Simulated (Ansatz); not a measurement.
## GeHCl4F: molecular dynamics (part 5 of 5)

The same run, continued: GeHCl4F; RKS B3LYP/def2-SVP (Ansatz 0.2.0). It belongs to a series of runs on one base structure; here: dynamics from the highest image of the converged band.

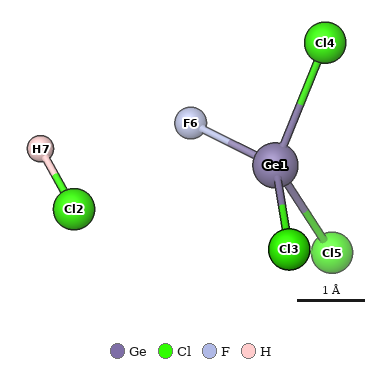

Figure 1. The geometry at step 178 of the log (ball-and-stick view, seen on its broad side; atoms are numbered from 1 in the order of the input).

**Trajectory as extended XYZ, continued**
```
7
Properties=species:S:1:pos:R:3:forces:R:3 step=154 time_fs=77.0 energy=-109323.32038 temperature=770.5
Ge   -0.4051    0.0073   -0.2119   -0.8614  -0.2565  -0.0767
Cl    0.1857    0.0235    2.7869   -0.7271   0.2151   0.3468
Cl    1.7740   -0.0430   -0.2788   -0.0691   0.1482   0.5709
Cl   -0.7530    1.9274   -1.1080   -0.1258   0.0023  -0.1614
Cl   -0.7076   -1.9077   -1.1427   -0.2621  -0.0320  -0.2572
F    -1.9114   -0.0422    0.7687    1.2361   0.1358  -0.1783
H    -1.0925    0.2664    3.0330    0.8093  -0.2129  -0.2442
7
Properties=species:S:1:pos:R:3:forces:R:3 step=156 time_fs=78.0 energy=-109323.33633 temperature=795.0
Ge   -0.4058    0.0074   -0.2185   -0.9472  -0.2738   0.0032
Cl    0.1896    0.0237    2.7944   -0.3866   0.1543   0.2920
Cl    1.7715   -0.0416   -0.2723   -0.0581   0.1416   0.5599
Cl   -0.7523    1.9299   -1.1096   -0.1330  -0.0099  -0.1639
Cl   -0.7098   -1.9104   -1.1442   -0.2537  -0.0110  -0.2621
F    -1.9094   -0.0456    0.7727    1.3111   0.1509  -0.2434
H    -1.0722    0.2716    3.0500    0.4675  -0.1521  -0.1857
7
Properties=species:S:1:pos:R:3:forces:R:3 step=158 time_fs=79.0 energy=-109323.34826 temperature=813.3
Ge   -0.4066    0.0074   -0.2252   -1.0185  -0.2901   0.0740
Cl    0.1933    0.0240    2.8021    0.1184   0.0558   0.1964
Cl    1.7689   -0.0401   -0.2657   -0.0495   0.1349   0.5490
Cl   -0.7516    1.9324   -1.1112   -0.1399  -0.0224  -0.1665
Cl   -0.7121   -1.9131   -1.1458   -0.2451   0.0099  -0.2671
F    -1.9068   -0.0489    0.7766    1.3739   0.1654  -0.3010
H    -1.0475    0.2753    3.0653   -0.0393  -0.0534  -0.0847
7
Properties=species:S:1:pos:R:3:forces:R:3 step=160 time_fs=80.0 energy=-109323.35118 temperature=817.9
Ge   -0.4076    0.0074   -0.2318   -1.0743  -0.3050   0.1373
Cl    0.1971    0.0244    2.8098    0.6644  -0.0574   0.0826
Cl    1.7663   -0.0386   -0.2589   -0.0432   0.1280   0.5378
Cl   -0.7510    1.9349   -1.1129   -0.1466  -0.0352  -0.1694
Cl   -0.7144   -1.9159   -1.1475   -0.2365   0.0306  -0.2723
F    -1.9035   -0.0521    0.7803    1.4231   0.1791  -0.3511
H    -1.0232    0.2785    3.0797   -0.5869   0.0598   0.0350
7
Properties=species:S:1:pos:R:3:forces:R:3 step=162 time_fs=81.0 energy=-109323.35079 temperature=817.6
Ge   -0.4087    0.0074   -0.2384   -1.1138  -0.3185   0.1946
Cl    0.2011    0.0247    2.8175    1.0605  -0.1446  -0.0061
Cl    1.7637   -0.0371   -0.2520   -0.0392   0.1211   0.5263
Cl   -0.7504    1.9374   -1.1146   -0.1532  -0.0482  -0.1726
Cl   -0.7168   -1.9186   -1.1493   -0.2279   0.0510  -0.2778
F    -1.8995   -0.0552    0.7839    1.4573   0.1920  -0.3941
H    -1.0044    0.2823    3.0945   -0.9837   0.1471   0.1298
7
Properties=species:S:1:pos:R:3:forces:R:3 step=164 time_fs=82.0 energy=-109323.35856 temperature=829.7
Ge   -0.4099    0.0073   -0.2450   -1.1366  -0.3304   0.2466
Cl    0.2054    0.0250    2.8253    1.1323  -0.1647  -0.0243
Cl    1.7610   -0.0355   -0.2449   -0.0375   0.1141   0.5141
Cl   -0.7498    1.9399   -1.1163   -0.1596  -0.0614  -0.1761
Cl   -0.7192   -1.9213   -1.1511   -0.2195   0.0709  -0.2837
F    -1.8947   -0.0582    0.7872    1.4760   0.2042  -0.4300
H    -0.9948    0.2874    3.1104   -1.0550   0.1673   0.1534
7
Properties=species:S:1:pos:R:3:forces:R:3 step=166 time_fs=83.0 energy=-109323.37733 temperature=858.5
Ge   -0.4113    0.0072   -0.2515   -1.1426  -0.3406   0.2933
Cl    0.2099    0.0252    2.8330    0.8464  -0.1053   0.0441
Cl    1.7584   -0.0339   -0.2377   -0.0383   0.1069   0.5012
Cl   -0.7493    1.9424   -1.1181   -0.1658  -0.0747  -0.1799
Cl   -0.7218   -1.9240   -1.1530   -0.2112   0.0903  -0.2900
F    -1.8892   -0.0611    0.7903    1.4792   0.2154  -0.4587
H    -0.9951    0.2941    3.1278   -0.7677   0.1080   0.0900
7
Properties=species:S:1:pos:R:3:forces:R:3 step=168 time_fs=84.0 energy=-109323.39759 temperature=889.6
Ge   -0.4129    0.0070   -0.2580   -1.1322  -0.3489   0.3333
Cl    0.2147    0.0254    2.8407    0.3386   0.0070   0.1719
Cl    1.7558   -0.0322   -0.2304   -0.0417   0.0997   0.4878
Cl   -0.7488    1.9448   -1.1200   -0.1719  -0.0883  -0.1841
Cl   -0.7243   -1.9267   -1.1549   -0.2031   0.1091  -0.2967
F    -1.8829   -0.0639    0.7932    1.4680   0.2256  -0.4794
H    -1.0026    0.3018    3.1460   -0.2578  -0.0043  -0.0329
7
Properties=species:S:1:pos:R:3:forces:R:3 step=170 time_fs=85.0 energy=-109323.41020 temperature=909.2
Ge   -0.4146    0.0068   -0.2645   -1.1060  -0.3552   0.3647
Cl    0.2196    0.0256    2.8485   -0.1916   0.1282   0.3113
Cl    1.7531   -0.0306   -0.2229   -0.0479   0.0925   0.4740
Cl   -0.7484    1.9473   -1.1219   -0.1778  -0.1021  -0.1884
Cl   -0.7270   -1.9293   -1.1570   -0.1950   0.1272  -0.3038
F    -1.8759   -0.0666    0.7958    1.4436   0.2348  -0.4912
H    -1.0126    0.3094    3.1639    0.2745  -0.1253  -0.1667
7
Properties=species:S:1:pos:R:3:forces:R:3 step=172 time_fs=86.0 energy=-109323.41664 temperature=919.4
Ge   -0.4164    0.0065   -0.2709   -1.0643  -0.3593   0.3857
Cl    0.2244    0.0258    2.8564   -0.5923   0.2220   0.4220
Cl    1.7504   -0.0289   -0.2153   -0.0569   0.0852   0.4598
Cl   -0.7480    1.9496   -1.1238   -0.1834  -0.1164  -0.1927
Cl   -0.7296   -1.9319   -1.1591   -0.1871   0.1447  -0.3110
F    -1.8681   -0.0692    0.7982    1.4071   0.2428  -0.4930
H    -1.0200    0.3159    3.1802    0.6769  -0.2189  -0.2708
7
Properties=species:S:1:pos:R:3:forces:R:3 step=174 time_fs=87.0 energy=-109323.42553 temperature=933.3
Ge   -0.4184    0.0062   -0.2772   -1.0073  -0.3612   0.3950
Cl    0.2291    0.0261    2.8644   -0.7881   0.2691   0.4816
Cl    1.7477   -0.0271   -0.2075   -0.0689   0.0778   0.4454
Cl   -0.7477    1.9520   -1.1259   -0.1887  -0.1311  -0.1970
Cl   -0.7324   -1.9344   -1.1614   -0.1793   0.1615  -0.3186
F    -1.8597   -0.0716    0.8004    1.3591   0.2496  -0.4840
H    -1.0211    0.3203    3.1939    0.8732  -0.2657  -0.3225
7
Properties=species:S:1:pos:R:3:forces:R:3 step=176 time_fs=88.0 energy=-109323.44333 temperature=960.8
Ge   -0.4206    0.0059   -0.2835   -0.9352  -0.3607   0.3919
Cl    0.2335    0.0265    2.8725   -0.7544   0.2620   0.4814
Cl    1.7450   -0.0254   -0.1997   -0.0837   0.0705   0.4305
Cl   -0.7474    1.9543   -1.1279   -0.1938  -0.1463  -0.2012
Cl   -0.7352   -1.9370   -1.1637   -0.1716   0.1775  -0.3262
F    -1.8505   -0.0740    0.8023    1.2998   0.2551  -0.4634
H    -1.0140    0.3222    3.2046    0.8388  -0.2582  -0.3130
7
Properties=species:S:1:pos:R:3:forces:R:3 step=178 time_fs=89.0 energy=-109323.46857 temperature=999.7
Ge   -0.4228    0.0055   -0.2898   -0.8480  -0.3577   0.3765
Cl    0.2378    0.0270    2.8807   -0.4946   0.2004   0.4203
Cl    1.7423   -0.0236   -0.1917   -0.1011   0.0632   0.4153
Cl   -0.7472    1.9566   -1.1300   -0.1986  -0.1619  -0.2053
Cl   -0.7380   -1.9394   -1.1661   -0.1641   0.1929  -0.3341
F    -1.8407   -0.0762    0.8039    1.2291   0.2594  -0.4310
H    -0.9989    0.3216    3.2124    0.5774  -0.1963  -0.2416
7
Properties=species:S:1:pos:R:3:forces:R:3 step=180 time_fs=90.0 energy=-109323.49281 temperature=1036.9
Ge   -0.4252    0.0050   -0.2960   -0.7460  -0.3523   0.3494
Cl    0.2419    0.0274    2.8891   -0.0449   0.0925   0.3071
Cl    1.7396   -0.0219   -0.1836   -0.1208   0.0559   0.3994
Cl   -0.7470    1.9589   -1.1322   -0.2033  -0.1778  -0.2094
Cl   -0.7409   -1.9418   -1.1686   -0.1569   0.2074  -0.3422
F    -1.8303   -0.0782    0.8054    1.1466   0.2624  -0.3867
H    -0.9785    0.3192    3.2178    0.1253  -0.0880  -0.1177
7
Properties=species:S:1:pos:R:3:forces:R:3 step=182 time_fs=91.0 energy=-109323.50809 temperature=1060.6
Ge   -0.4276    0.0045   -0.3021   -0.6295  -0.3444   0.3118
Cl    0.2460    0.0280    2.8975    0.4980  -0.0384   0.1679
Cl    1.7368   -0.0201   -0.1754   -0.1423   0.0485   0.3829
Cl   -0.7469    1.9611   -1.1344   -0.2079  -0.1941  -0.2136
Cl   -0.7438   -1.9442   -1.1711   -0.1500   0.2211  -0.3505
F    -1.8192   -0.0801    0.8066    1.0518   0.2640  -0.3310
H    -0.9569    0.3160    3.2222   -0.4201   0.0432   0.0325
7
Properties=species:S:1:pos:R:3:forces:R:3 step=184 time_fs=92.0 energy=-109323.51591 temperature=1073.0
Ge   -0.4302    0.0040   -0.3083   -0.4992  -0.3341   0.2651
Cl    0.2502    0.0285    2.9060    0.9604  -0.1501   0.0499
Cl    1.7340   -0.0183   -0.1671   -0.1651   0.0411   0.3655
Cl   -0.7469    1.9632   -1.1367   -0.2123  -0.2104  -0.2179
Cl   -0.7467   -1.9465   -1.1738   -0.1435   0.2339  -0.3590
F    -1.8077   -0.0819    0.8077    0.9445   0.2643  -0.2645
H    -0.9393    0.3132    3.2268   -0.8848   0.1553   0.1609
7
Properties=species:S:1:pos:R:3:forces:R:3 step=186 time_fs=93.0 energy=-109323.52699 temperature=1090.3
Ge   -0.4328    0.0034   -0.3143   -0.3558  -0.3214   0.2105
Cl    0.2547    0.0289    2.9145    1.1465  -0.1953   0.0066
Cl    1.7311   -0.0165   -0.1587   -0.1888   0.0337   0.3472
Cl   -0.7469    1.9653   -1.1391   -0.2168  -0.2267  -0.2224
Cl   -0.7497   -1.9487   -1.1766   -0.1375   0.2458  -0.3679
F    -1.7957   -0.0836    0.8087    0.8248   0.2631  -0.1880
H    -0.9300    0.3118    3.2330   -1.0724   0.2007   0.2141
7
Properties=species:S:1:pos:R:3:forces:R:3 step=188 time_fs=94.0 energy=-109323.54793 temperature=1122.5
Ge   -0.4355    0.0027   -0.3204   -0.2009  -0.3064   0.1488
Cl    0.2596    0.0294    2.9230    0.9642  -0.1522   0.0621
Cl    1.7282   -0.0146   -0.1502   -0.2130   0.0263   0.3278
Cl   -0.7469    1.9673   -1.1415   -0.2212  -0.2430  -0.2272
Cl   -0.7528   -1.9509   -1.1795   -0.1319   0.2568  -0.3769
F    -1.7832   -0.0851    0.8095    0.6935   0.2606  -0.1022
H    -0.9307    0.3123    3.2411   -0.8907   0.1580   0.1678
7
Properties=species:S:1:pos:R:3:forces:R:3 step=190 time_fs=95.0 energy=-109323.57179 temperature=1159.2
Ge   -0.4381    0.0021   -0.3264   -0.0363  -0.2892   0.0800
Cl    0.2646    0.0297    2.9315    0.5001  -0.0428   0.1914
Cl    1.7252   -0.0128   -0.1416   -0.2373   0.0188   0.3075
Cl   -0.7470    1.9693   -1.1440   -0.2256  -0.2592  -0.2323
Cl   -0.7558   -1.9530   -1.1824   -0.1268   0.2669  -0.3862
F    -1.7704   -0.0865    0.8103    0.5525   0.2566  -0.0077
H    -0.9398    0.3143    3.2508   -0.4266   0.0489   0.0472
7
Properties=species:S:1:pos:R:3:forces:R:3 step=192 time_fs=96.0 energy=-109323.58720 temperature=1182.9
Ge   -0.4408    0.0014   -0.3325    0.1356  -0.2700   0.0041
Cl    0.2698    0.0301    2.9401   -0.0507   0.0854   0.3412
Cl    1.7221   -0.0110   -0.1330   -0.2616   0.0113   0.2864
Cl   -0.7472    1.9712   -1.1465   -0.2300  -0.2754  -0.2374
Cl   -0.7589   -1.9550   -1.1855   -0.1222   0.2763  -0.3954
F    -1.7573   -0.0878    0.8111    0.4043   0.2514   0.0952
H    -0.9529    0.3167    3.2609    0.1246  -0.0790  -0.0940
7
Properties=species:S:1:pos:R:3:forces:R:3 step=194 time_fs=97.0 energy=-109323.59193 temperature=1190.5
Ge   -0.4435    0.0006   -0.3385    0.3119  -0.2491  -0.0786
Cl    0.2750    0.0305    2.9488   -0.5120   0.1906   0.4645
Cl    1.7190   -0.0091   -0.1242   -0.2854   0.0037   0.2645
Cl   -0.7475    1.9730   -1.1491   -0.2343  -0.2916  -0.2426
Cl   -0.7621   -1.9570   -1.1887   -0.1180   0.2850  -0.4045
F    -1.7440   -0.0889    0.8119    0.2519   0.2451   0.2054
H    -0.9649    0.3183    3.2701    0.5859  -0.1838  -0.2087
7
Properties=species:S:1:pos:R:3:forces:R:3 step=196 time_fs=98.0 energy=-109323.59352 temperature=1193.2
Ge   -0.4461   -0.0002   -0.3445    0.4897  -0.2266  -0.1671
Cl    0.2801    0.0309    2.9576   -0.7834   0.2497   0.5363
Cl    1.7158   -0.0073   -0.1154   -0.3085  -0.0037   0.2420
Cl   -0.7478    1.9747   -1.1517   -0.2386  -0.3077  -0.2478
Cl   -0.7652   -1.9589   -1.1920   -0.1143   0.2932  -0.4134
F    -1.7306   -0.0899    0.8129    0.0984   0.2378   0.3218
H    -0.9713    0.3183    3.2774    0.8567  -0.2427  -0.2717
7
Properties=species:S:1:pos:R:3:forces:R:3 step=198 time_fs=99.0 energy=-109323.60037 temperature=1203.8
Ge   -0.4487   -0.0010   -0.3506    0.6655  -0.2030  -0.2592
Cl    0.2849    0.0314    2.9665   -0.8260   0.2552   0.5484
Cl    1.7126   -0.0054   -0.1065   -0.3306  -0.0112   0.2188
Cl   -0.7481    1.9763   -1.1545   -0.2428  -0.3238  -0.2529
Cl   -0.7684   -1.9607   -1.1954   -0.1111   0.3009  -0.4219
F    -1.7171   -0.0908    0.8140   -0.0529   0.2298   0.4419
H    -0.9698    0.3159    3.2821    0.8979  -0.2480  -0.2751
7
Properties=species:S:1:pos:R:3:forces:R:3 step=200 time_fs=100.0 energy=-109323.61405 temperature=1224.8
Ge   -0.4512   -0.0018   -0.3566    0.8357  -0.1786  -0.3518
Cl    0.2895    0.0320    2.9756   -0.6345   0.2078   0.5023
Cl    1.7092   -0.0036   -0.0976   -0.3514  -0.0185   0.1948
Cl   -0.7486    1.9779   -1.1573   -0.2470  -0.3398  -0.2580
Cl   -0.7717   -1.9624   -1.1990   -0.1083   0.3083  -0.4299
F    -1.7037   -0.0916    0.8153   -0.1987   0.2213   0.5629
H    -0.9597    0.3112    3.2842    0.7041  -0.2005  -0.2204
```

The run was set up as follows.

**Input**
```yaml
crystal:
  periodic: [false, false, false]
  atoms:
    - { symbol: Ge, position_ang: [-0.284603, 1.1e-05, -0.113979] }
    - { symbol: Cl, position_ang: [0.047243, -5.7e-05, 2.473635] }
    - { symbol: Cl, position_ang: [1.883398, 7.4e-05, -0.282217] }
    - { symbol: Cl, position_ang: [-0.825222, 1.840844, -1.07976] }
    - { symbol: Cl, position_ang: [-0.825156, -1.840864, -1.07971] }
    - { symbol: F, position_ang: [-1.951184, 1.7e-05, 0.872735] }
    - { symbol: H, position_ang: [-1.326276, -2.5e-05, 1.943195] }
basis:
  gaussian: { orbitals: def2-SVP }
hamiltonian:
  xc: b3lyp
md:
  timestep: 0.5
  n_steps: 200
  ensemble: nve
  temperature: 300.0
  initial_velocities: maxwell_boltzmann
  seed: 2454
```

Launched with:
```bash
ansatz run input.yaml --threads 4 --pin off --max-ram 5120MiB --backend cpu --events-out ev --progress --plain --runs-dir out
```

**Summary**

```tsv
quantity	value
outcome	finished
mean temperature over the second half	750 K
trajectory	200 steps, 100 fs
ensemble	nve
temperature in the input	300.0 K
time step	0.5 fs
potential energy (last step)	−109323.6143 eV
mean-field energy (last step)	−109323.6143 eV
largest force (length of the vector) (last step)	0.924 eV/Å
hardware	4 threads of Arm Neoverse V1, 24 GiB of memory available, shared host
wall time	8.7 min (CPU time 33 min)
peak memory	0.37 GiB
```

**Notes**

So short a trajectory is not equilibrated.
